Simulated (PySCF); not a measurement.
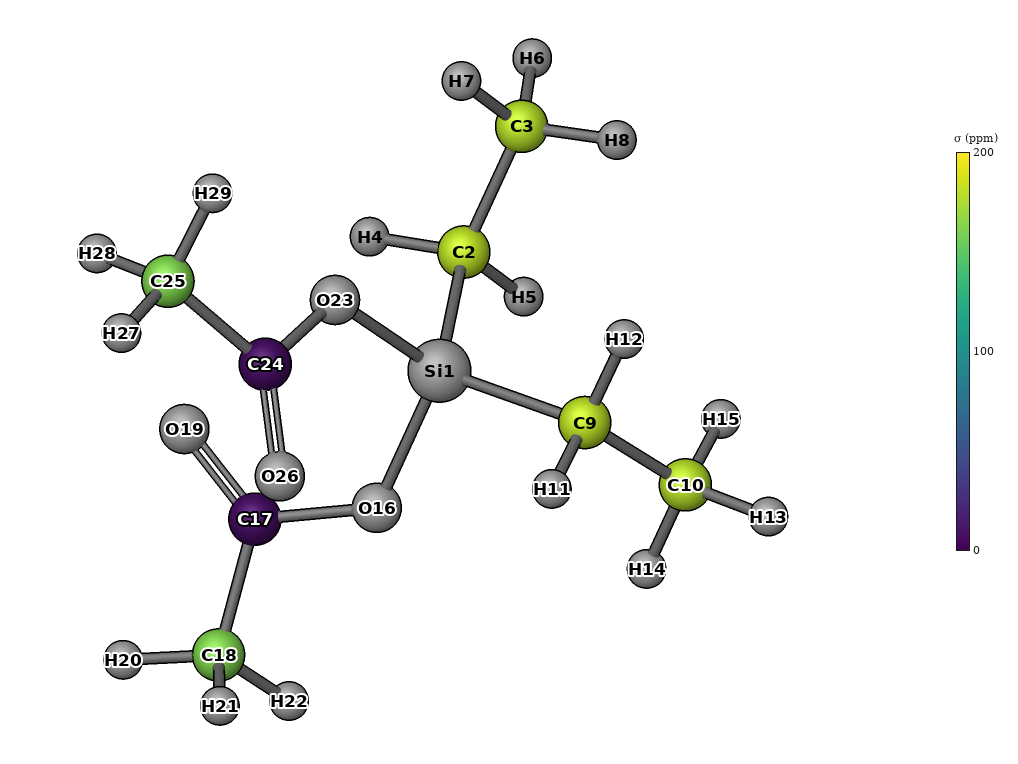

Atoms are coloured by their isotropic NMR shieldings (C only, the others grey). The computed structure is the end point of a PBE0-D3(BJ)/def2-SVP optimisation. No frequency run is at hand to confirm it as a minimum. Method: GIAO PBE0/pcSseg-1 NMR shielding, non-relativistic, gas phase (PySCF 2.14.0).

Which C atom is the most shielded (lowest chemical shift)?

C2, C9 (179.1 to 179.2 ppm).

Which C atom is the least shielded (highest chemical shift)?

C17, C24 (8.3 to 8.4 ppm).

How wide is the range of C shifts?

170.9 ppm.

Give the isotropic NMR shieldings of the C atoms atom by atom.

```json
{"atom": "C2", "σ (ppm)": "179.1"}
{"atom": "C3", "σ (ppm)": "177.4"}
{"atom": "C9", "σ (ppm)": "179.2"}
{"atom": "C10", "σ (ppm)": "177.4"}
{"atom": "C17", "σ (ppm)": "8.3"}
{"atom": "C18", "σ (ppm)": "161.3"}
{"atom": "C24", "σ (ppm)": "8.4"}
{"atom": "C25", "σ (ppm)": "161.3"}
```
